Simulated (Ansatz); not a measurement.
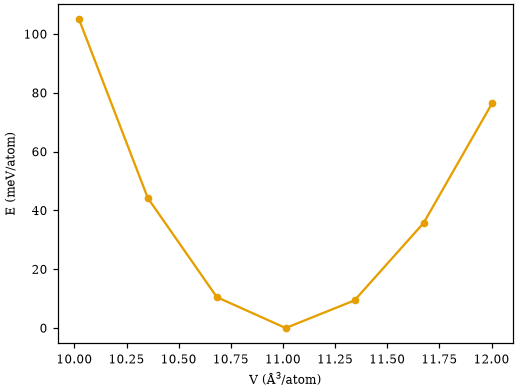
NbC (rock salt, Fm-3m) under volume change, PBEsol (plane waves, PAW; program Ansatz), scaled uniformly.

Q: What does a third-order Birch–Murnaghan fit give for V₀, B₀ and B′?

A: V₀ = 11.01 Å³/atom, B₀ = 320 GPa, B′ = 4.2.

The PBEsol relaxation kept the symmetry of its start; of distortions, only those at the zone centre were tested. No spin polarisation was allowed.

Potentials: the later of the program's two PAW sets.
